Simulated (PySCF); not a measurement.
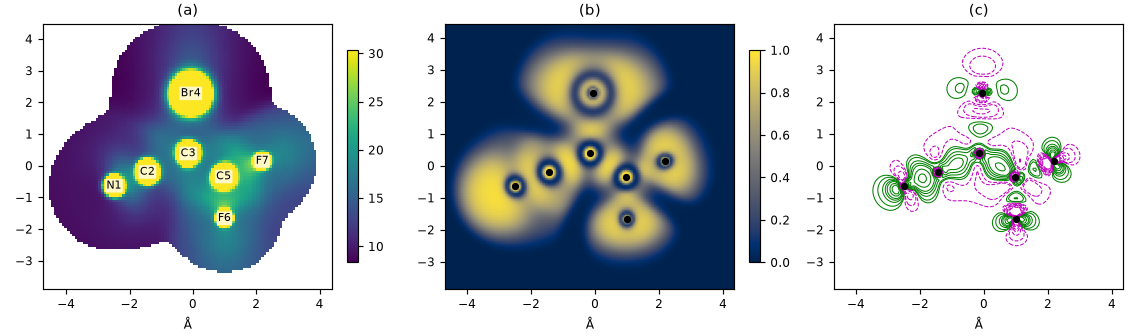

*C$_{3}$BrF$_{2}$N, SMILES `N#CC(Br)=C(F)F`. Three fields in the molecular plane. (c): solid green lines positive, dashed magenta lines negative.*

Computed with PySCF, PBE/cc-pVDZ, geometry: GFN2-xTB. No frequency check shows the geometry to be a minimum. GFN2-xTB bond lengths at metals and heavier atoms can be off by up to 0.1 Å and shapes distorted, which carries into these values.

Input

```python
import numpy as np
from pyscf import gto, scf, dft
from pyscf.scf import atom_ks, atom_hf
from scipy.linalg import block_diag

def solve(mol, dm0=None, hcore=None):
    mf = (dft.UKS if mol.spin else dft.RKS)(mol, xc='pbe')
    mf.grids.level = 3
    mf = mf.density_fit(auxbasis='def2-universal-jkfit')
    mf.conv_tol, mf.max_cycle = 1e-8, 80
    if hcore is not None:
        mf.get_hcore = lambda *args: hcore
    mf.kernel(dm0)
    if not mf.converged:
        mf = mf.newton().run(mf.mo_coeff, mf.mo_occ, max_cycle=30)
    assert mf.converged, 'SCF not converged'
    return mf

mol = gto.M(atom='''
N     -0.87315     2.79057     0.00000
C     -0.65781     1.66719     0.00000
C     -0.34447     0.29197     0.00000
Br     1.49719    -0.17049     0.00000
C     -1.28127    -0.66119     0.00000
F     -2.57638    -0.41963     0.00000
F     -1.04453    -1.95311     0.00000
''', basis='cc-pvdz', charge=0, spin=0, verbose=4)
mf = solve(mol)
mf.analyze()
# spherically averaged free atoms, for the promolecule
atm = atom_ks.get_atm_nrks(mol, xc='pbe')
pro = block_diag(*[(atm[a[0]][2] * atm[a[0]][3]) @ atm[a[0]][2].T for a in mol._atom])
np.savez('result.npz', e=mf.e_tot, c=mf.mo_coeff, occ=mf.mo_occ, eps=mf.mo_energy, pro=pro, dip=mf.dip_moment(verbose=0), s2=mf.spin_square()[0])
```

Run with:

```sh
OMP_NUM_THREADS=1 python input.py
```

The run took 20 s on 1 thread of Arm Neoverse V1, on a shared host, peak memory 0.43 GiB.

Partitions, critical points and surface values were worked out afterwards from this run's density.

> The panels show, in some order, the average local ionisation energy, deformation density and electron localisation function (ELF). Which is which?

(a) is the average local ionisation energy: it is high near the heavier nuclei and lowest where loosely bound electrons reach out. (b) is the electron localisation function (ELF): it runs from 0 to 1 and is close to 1 over wide basins that fill the valence regions. (c) is the deformation density: it has both signs, with gains where valence electrons gather and losses around them.
